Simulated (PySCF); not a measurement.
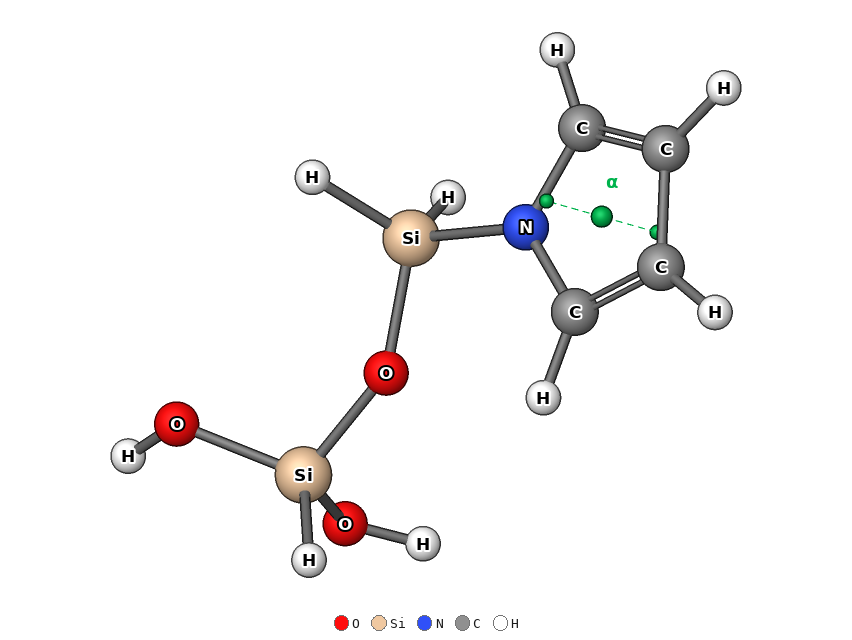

The small points mark where nucleus-independent chemical shifts (NICS) were computed: at the centre of each lettered ring and 1 Å above and below it. The computed structure is the end point of a GFN2-xTB optimisation. No frequency run is at hand to confirm it as a minimum. Properties computed with GIAO PBE0/pcSseg-1 NMR shielding, non-relativistic, gas phase (PySCF 2.14.0).

Give NICS(0), NICS(1) and the out-of-plane component NICS(1)zz for each ring (means of the two sides).

| ring | members | NICS(0) | NICS(1) | NICS(1)zz |
| --- | --- | --- | --- | --- |
| α | C4N | −12.8 | −11.0 | −29.6 |

Values in ppm.

### What do the values say about the ring currents?

Ring α: diatropic, as in an aromatic ring. NICS is one index among several.

The geometry is semi-empirical. Around Si such bond lengths and angles can be off by a tenth of an ångström or more and by several degrees, and values that hang on the shape move with them.
